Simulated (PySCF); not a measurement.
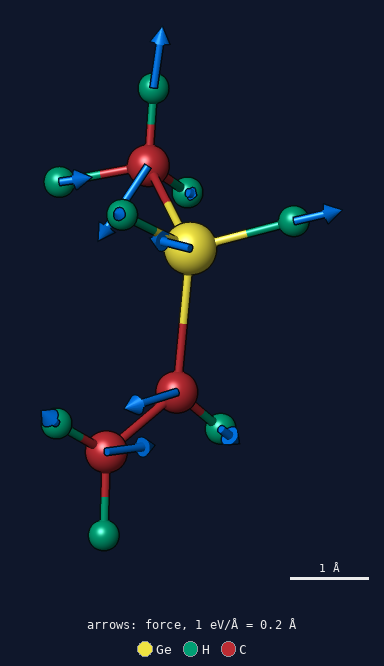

Starting geometry of C3H8Ge with the computed forces as blue arrows. A ball-and-stick model, seen from a free direction.

The start comes from GFN2-xTB. Its atoms were then displaced at random by about 0.03 Å.

These are results of PySCF 2.14.0, density-fitted response routines, PBE0-D3(BJ)/def2-SVP geometry optimisation, gas phase, not measurements. 

> Is this structure relaxed? If not, where do the atoms go?

It isn't relaxed: the largest force vector, on a C atom, is 5.97 eV/Å. The final displacements follow the starting forces only in part (cosine between the two patterns 0.71). Over 6 geometry steps the energy falls by 20.4 kcal/mol. The largest move after the best rigid fit is that of an H atom, 0.12 Å. By element the largest moves are H 0.12 Å, C 0.09 Å, Ge 0.08 Å. Near-neighbour distances that change, for instance: Ge–H 1.398 → 1.545 Å, C–H 1.195 → 1.100 Å, C–H 1.006 → 1.100 Å, C–Ge 2.035 → 1.954 Å. Among the angles between lasting bonds that change: H–Ge–C 103.7° → 109.3°, H–C–H 103.0° → 108.5°, Ge–C–H 116.0° → 110.7°. Cost: 35 s on 1 thread of Intel(R) Xeon(R) Platinum 8488C, on a shared host.
